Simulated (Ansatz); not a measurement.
# Σ3 (111) boundary in bcc Ta, starting shift (0.5, 0): structure and resistance, part 2 of 3

Wanted: what the Σ3 (111) boundary in bcc Ta, starting shift (0.5, 0) costs an interconnect.

Ansatz 0.2.0; Ansatz plane-wave DFT, PBE, PAW files; relaxation of a bicrystal slab with its lowest layers held (the session's first sound run).

So far. Step 2 (Relaxing the bicrystal): The largest force component on a free atom ends at 0.024 eV/Å, under the tolerance of 0.03, after 17 steps.

### 3. Transmission across the boundary

This step: Ansatz plane-wave DFT, PBE, PAW files; ballistic transport by layer matching (Landauer), zero bias; boundary relaxed in a short slab, bulk layers laid on (Ansatz 0.2.0).

System of this step: Σ3 (111) boundary in bcc Ta, starting shift (0.5, 0). The cell holds 44 atoms: 44 Ta. Its edges and angles: a = 4.671 Å, b = 4.671 Å, c = 49.250 Å, α = 90.0°, β = 90.0°, γ = 120.0°. It derives from Ta. Regions: lower grain, 18 atoms (18 Ta); boundary, 11 atoms (11 Ta); upper grain, 15 atoms (15 Ta). Vacuum lies along c.

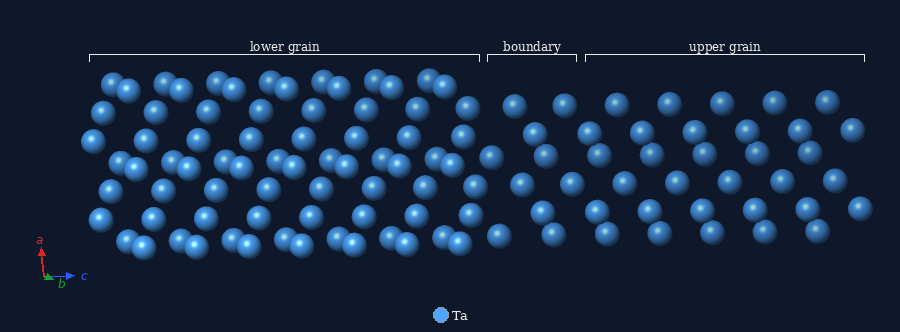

The cell of this step (tantalum blue). 2×1×1 cells are drawn. Some periodic images of atoms are drawn too.

input.yaml

```yaml
crystal:
  lattice:
    - [4.6705251426, 0.0, 0.0]
    - [-2.3352625713, 4.0447934225, 0.0]
    - [0.0, 0.0, 49.2500446614]
  atoms:
    - { symbol: Ta, position: [-7.6666666666, -15.3333333332, 0.0812182005] }
    - { symbol: Ta, position: [-7.3333333332, -14.6666666665, 0.1005758875] }
    - { symbol: Ta, position: [-6.9999999999, -13.9999999998, 0.1199335746] }
    - { symbol: Ta, position: [-6.6666666666, -13.3333333332, 0.1392912617] }
    - { symbol: Ta, position: [-6.3333333333, -12.6666666665, 0.1586489487] }
    - { symbol: Ta, position: [-5.9999999999, -11.9999999999, 0.1780066358] }
    - { symbol: Ta, position: [-5.6666666666, -11.3333333332, 0.1973643229] }
    - { symbol: Ta, position: [-5.3333333333, -10.6666666665, 0.2167220099] }
    - { symbol: Ta, position: [-4.9999999999, -9.9999999999, 0.236079697] }
    - { symbol: Ta, position: [-4.6666666666, -9.3333333332, 0.255437384] }
    - { symbol: Ta, position: [-4.3333333333, -8.6666666666, 0.2747950711] }
    - { symbol: Ta, position: [-4.0, -7.9999999999, 0.2941527582] }
    - { symbol: Ta, position: [-3.6666666666, -7.3333333333, 0.3135104452] }
    - { symbol: Ta, position: [-3.3333333333, -6.6666666666, 0.3328681323] }
    - { symbol: Ta, position: [-3.0, -5.9999999999, 0.3522258194] }
    - { symbol: Ta, position: [-2.6666666666, -5.3333333333, 0.3715835064] }
    - { symbol: Ta, position: [-2.3333333333, -4.6666666666, 0.3909411935] }
    - { symbol: Ta, position: [-2.0, -4.0, 0.4102988806] }
    - { symbol: Ta, position: [0.3333333334, 0.6666666667, 0.4296565676] }
    - { symbol: Ta, position: [0.6667119511, 0.3334239022, 0.4475807276] }
    - { symbol: Ta, position: [0.0003085597, 0.0006171195, 0.4688386064] }
    - { symbol: Ta, position: [0.3337158528, 0.6674317056, 0.4895973181] }
    - { symbol: Ta, position: [0.6686112105, 0.3372224211, 0.5029655819] }
    - { symbol: Ta, position: [0.0122049987, 0.0244099974, 0.528983157] }
    - { symbol: Ta, position: [0.6879017903, 0.3758035807, 0.5543003806] }
    - { symbol: Ta, position: [0.356293552, -0.287412896, 0.5682714614] }
    - { symbol: Ta, position: [0.0228876778, 0.0457753555, 0.5887414274] }
    - { symbol: Ta, position: [0.6903934252, 0.3807868504, 0.6093065496] }
    - { symbol: Ta, position: [0.3568799218, -0.2862401563, 0.6284164936] }
    - { symbol: Ta, position: [-1.9764534115, -4.952906823, 0.6477741806] }
    - { symbol: Ta, position: [-2.3097867448, -5.6195734896, 0.6671318677] }
    - { symbol: Ta, position: [-2.6431200781, -6.2862401563, 0.6864895548] }
    - { symbol: Ta, position: [-2.9764534115, -6.9529068229, 0.7058472418] }
    - { symbol: Ta, position: [-3.3097867448, -7.6195734896, 0.7252049289] }
    - { symbol: Ta, position: [-3.6431200781, -8.2862401563, 0.744562616] }
    - { symbol: Ta, position: [-3.9764534115, -8.9529068229, 0.763920303] }
    - { symbol: Ta, position: [-4.3097867448, -9.6195734896, 0.7832779901] }
    - { symbol: Ta, position: [-4.6431200781, -10.2862401562, 0.8026356771] }
    - { symbol: Ta, position: [-4.9764534114, -10.9529068229, 0.8219933642] }
    - { symbol: Ta, position: [-5.3097867448, -11.6195734896, 0.8413510513] }
    - { symbol: Ta, position: [-5.6431200781, -12.2862401562, 0.8607087383] }
    - { symbol: Ta, position: [-5.9764534114, -12.9529068229, 0.8800664254] }
    - { symbol: Ta, position: [-6.3097867448, -13.6195734895, 0.8994241125] }
    - { symbol: Ta, position: [-6.6431200781, -14.2862401562, 0.9187817995] }
kpoints:
  mp_grid: { grid: [6, 6, 1] }
hamiltonian:
  xc: pbe
scf:
  occupations: { method: fermi_dirac, width: 0.1 }
output:
  transmission:
    leads: [[10, 11], [35, 36]]
    kmesh: [16, 16]
    e_range: [-0.1, 0.1]
    de: 0.05
  write_potential: true
  write_density: true
  volumetric_format: npy
  elf: true
```

The run is started by

```
$ ansatz run input.yaml --threads 4 --pin off --max-ram 15360MiB --backend cpu --events-out ev --progress --plain --runs-dir out
```

Numbers of over 12 decimals in the logs are rounded to 6 here.

Log:

```text
[...]
Crystal: 44 atoms, lattice volume = 930.398 Å³
Basis set: ecut = 420 eV, 18171 PW (Γ)
Bands: 344, of which v1, the nominal top of the filled ones, is band 286 counted from 1 (285 counted from 0)
Symmetry: 2 space group operations
[...]
k-points: 13 of 36 (time reversal used)
[...]
SCF iter   1: F=—  HF=-437011.461723 eV  |F-HF|=—  |Δ(HF+E_count)|=         —  Δρ=1.15e-2  dr2=1.60e2  ethr=1.77e-3  ⟨swp⟩=8.4  Hψ=20054  notcnv=0  defer=8
[...]
SCF iter   9: F=-437010.774303 eV  HF=-437010.774303 eV  |F-HF|=6.17e-9  |Δ(HF+E_count)|=   5.12e-9  Δρ=6.59e-7  dr2=1.21e-8  ethr=1.75e-11  ⟨swp⟩=15.5  Hψ=13280  notcnv=0
SCF 1 converged in 9 iterations: F = -437010.774303 eV  dr2 = 1.21e-8
[...]
transmission: 449 of 4453 steps passed
transmission: 892 of 4453 steps passed
[...]
transmission: 4453 of 4453 steps passed
WARN: The output density's exchange-correlation potential varies sharply where the density is thin. Do not read a vacuum level from v_tot or v_xc, or from such a field of the output density. On a cell that repeats whose density bears no net charge and no dipole along the vacuum's axis use v_es (v_loc + v_h of the components); under efield.dipole_correction with no amplitude use v_es + v_field, which holds any externa [...]
SCF converged after 9 iterations
Free energy (F): -437010.774303 eV
[...]
Internal energy: -437008.799308 eV  (E = F + TS)
E sigma→0 (E₀):  -437009.786806 eV
Entropy (-TS):   -1.974995 eV (-44.886 meV/atom)
Fermi energy:    15.456550 eV
[...]
--- Band table (eV; the first three rows and the last of 13) ---
  k-point 0: bands = [... 282 lower, 15.0699, 15.1809, 15.1936, 15.3355, 15.3423, 15.3556, 15.5215, 15.5353, ... 54 higher]
  k-point 1: bands = [... 282 lower, 15.3251, 15.3685, 15.3827, 15.4128, 15.4776, 15.5146, 15.6187, 15.6331, ... 54 higher]
  k-point 2: bands = [... 282 lower, 15.5379, 15.6082, 15.6347, 15.6601, 15.6766, 15.7667, 15.8098, 15.8348, ... 54 higher]
  k-point 12: bands = [... 282 lower, 15.2728, 15.2913, 15.3086, 15.3366, 15.3707, 15.3906, 15.4447, 15.5185, ... 54 higher]
--- Transmission ---
  basis      : 163 plane waves across, 61 finite elements along
  points     : 73, standing for a mesh of 16 x 16
  energies   : 5 from -0.100000 to 0.100000 eV about the Fermi level, 0.050000 eV apart; the leads are filled to 0.000000 eV, and channels, transmission and decay are at 0.000000 eV
  crystal 0  : Ta2, at the sites [10, 11], period 1.9067 Å, over 18.11 Å; its Hamiltonian steps by up to 7.7 meV
    offset         : up to 0.0000 Å between an atom of the period and one for which it stands
    channels       : 4.394531e0 a spin
    conductance    : none, the energies end too early or step too widely for 300 K: set another output.transmission.e_range or a lower de, or, where they end at an eighth of basis.ecutwfc, a higher one
[...]
channels       : 4.441406e0 a spin
[...]
junction   : crystal 0 to crystal 1, 13.06 to 37.15 Å
    transmission   : 2.369644e0 a spin
[...]
```

Elapsed: 9.5 min, on 4 threads of Arm Neoverse V1, shared host; peak memory 7.8 GiB.

Reading the cycles: dr2 is the Hartree energy of the density residual (eV), the measure of convergence; HF is the Harris–Foulkes estimate of the energy, which meets the free energy F at convergence.

Numbers from this step:

```
free energy                                    : -437010.7743 eV
energy at zero smearing                        : -437009.7868 eV
Fermi energy                                   : 15.46 eV
cell area                                      : 18.89 Å²
transmission per spin nearest the Fermi level  : 2.370
open channels per spin nearest the Fermi level : 4.395
open channels per spin, upper lead             : 4.441
step of the lead's potential                   : 7.7 meV
step of the upper lead's potential             : 32.2 meV
```

Per spin. Transmission, zone mean against energy, zero at the Fermi level:

| energy (eV) | transmission, zone mean |
| --- | --- |
| -0.1000 | 2.49 |
| -0.0500 | 2.42 |
| 0.0000 | 2.37 |
| 0.0500 | 2.28 |
| 0.1000 | 2.15 |

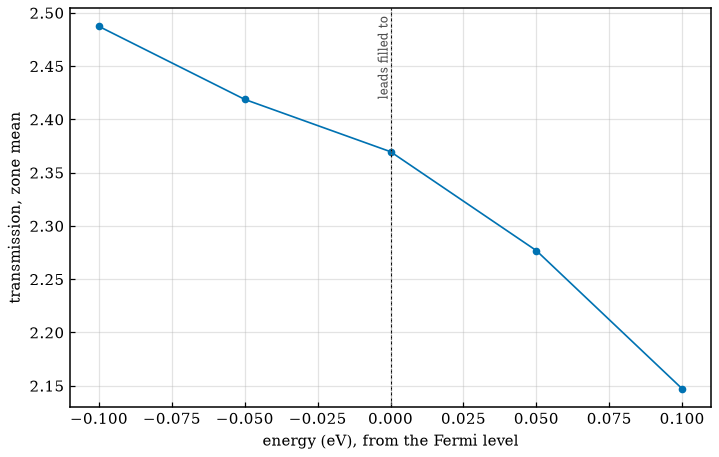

Transmission, zone mean against energy.

Per spin. The open channels, zone mean by energy, zero at the Fermi level:

| energy (eV) | lead | upper lead |
| --- | --- | --- |
| -0.1000 | 4.51 | 4.54 |
| -0.0500 | 4.42 | 4.44 |
| 0.0000 | 4.39 | 4.44 |
| 0.0500 | 4.18 | 4.23 |
| 0.1000 | 3.97 | 3.97 |

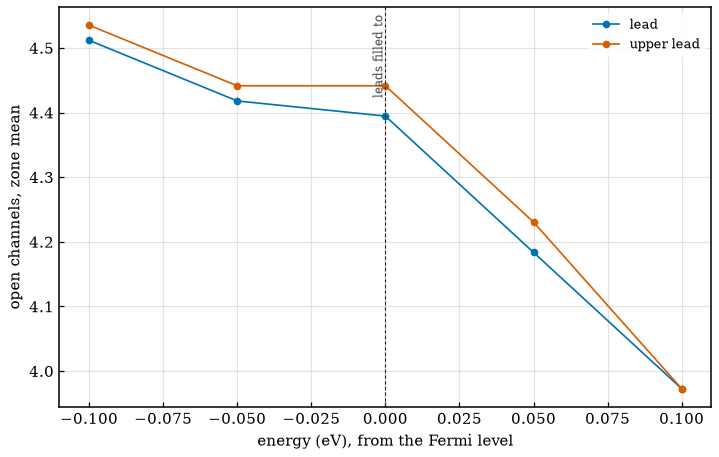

Open channels, zone mean, plotted against energy.

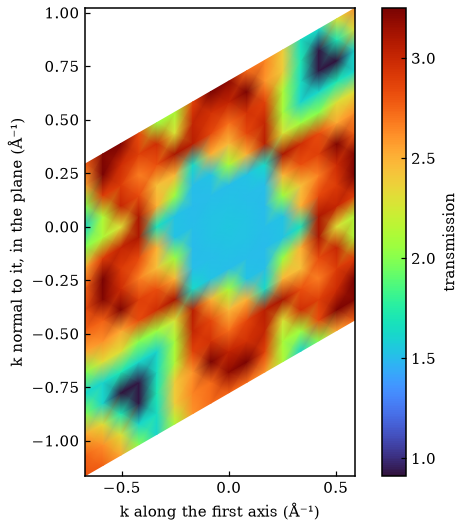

Transmission over k1 and k2. At 0.0000 eV from the Fermi level.

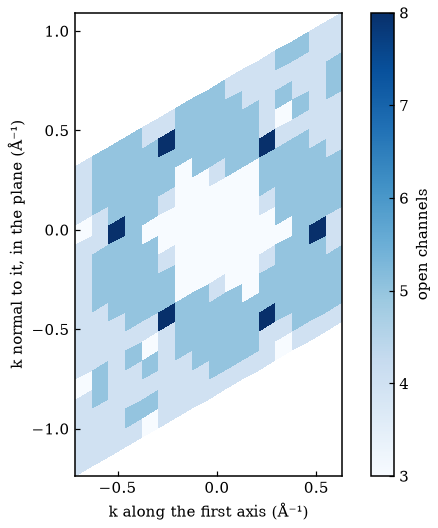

Open channels over k1 and k2. At 0.0000 eV from the Fermi level.

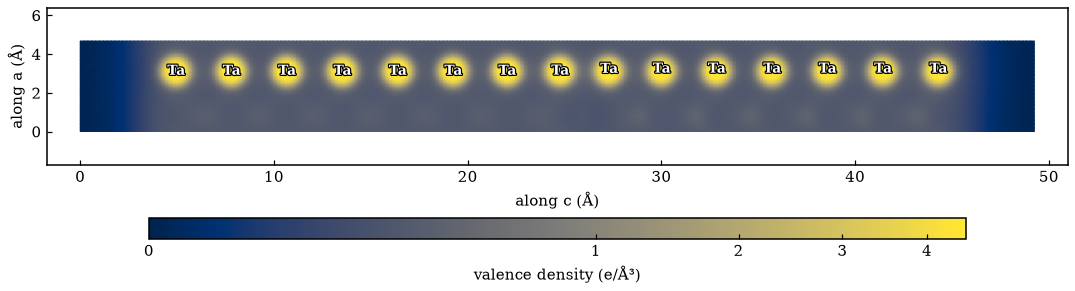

Valence density in the ca plane at fractional y = 0.333, with atoms of Ta within 0.2 Å of it. It is the smooth field of the valence electrons, not physical close to the nuclei. The colour scale is stretched toward low values.

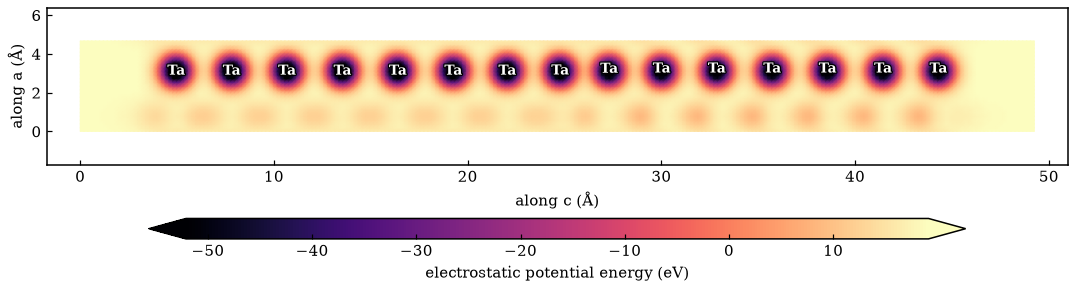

Electrostatic potential energy in the ca plane at fractional y = 0.333, with atoms of Ta within 0.2 Å of it. With pseudopotentials it is smooth inside the atoms' cores, unlike the true potential.

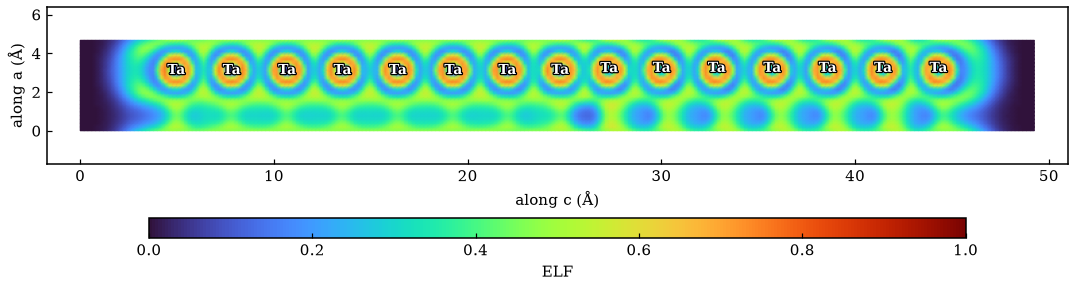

ELF in the ca plane at fractional y = 0.333, with atoms of Ta within 0.2 Å of it. It is the smooth field of the valence electrons, not physical close to the nuclei.

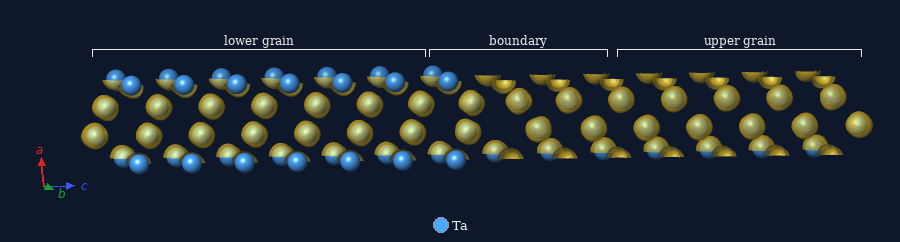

Surface of ELF = 0.69.

Over the solved energies the transmission per spin lies between 2.15 and 2.49, out of 4.30 channels of the lead on average (up to 4.51). The log calls the step of a lead's potential too much.

### 4. Specific resistance

This step: Ansatz plane-wave DFT, PBE, PAW files; ballistic transport by layer matching (Landauer), zero bias; specific resistance of the boundary (Ansatz 0.2.0).

This step gave:

```yaml
area_resistance: 0.4763 fΩ m²
t_over_the_leads_mean_channel_count: 0.5429
```

Averaged over the energies near the Fermi level, 54.3 % of the channels pass, which makes 0.476 fΩ m².

By hand, with T and the leads' channels N averaged over the energies near the Fermi level: RA = A (h/2e²)(1/T − ½[1/N₁ + 1/N₂]) = 18.89×10⁻²⁰ m² × 12 906 Ω × (1/2.340 − ½[1/4.296 + 1/4.324]) = 0.476 fΩ m².

(Continued in part 3 of 3.)

[Logs are printed without paths, hosts, clocks, repeated set-up lines and the standing remarks that a program may print on its own settings, such as how far it seeks lower states.]

[Hosts, paths, dates, database ids (printed as entryN), source tags and the programs' standing remarks are cut or masked in the printed files.]
